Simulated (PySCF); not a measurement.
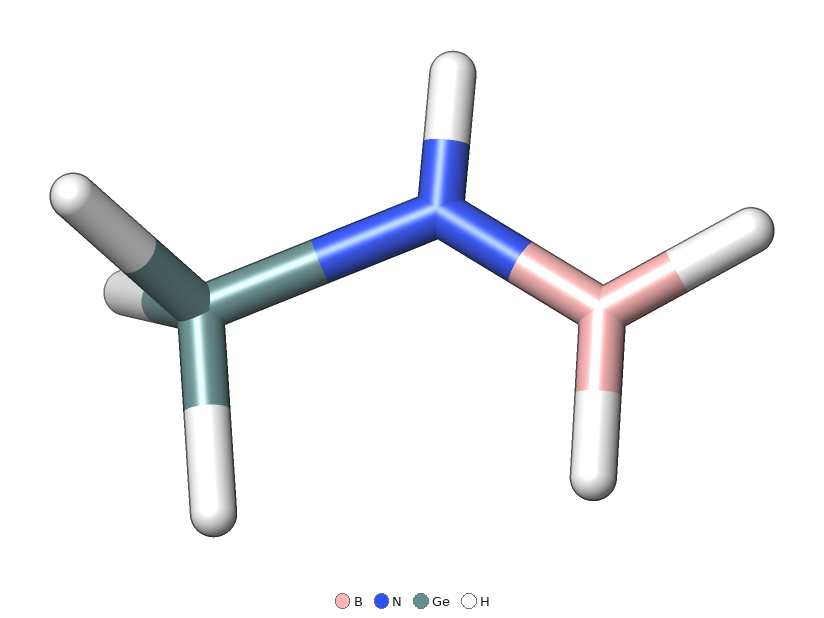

The geometry was computed by an optimisation with PBE0-D3(BJ)/def2-SVP. No frequency run is at hand to confirm it as a minimum. Method: EOM-CCSD/aug-cc-pVDZ, gas phase (PySCF 2.14.0).

Estimate the T1 diagnostic.

0.011.

The run may have ended in an electronic state that isn't the lowest.
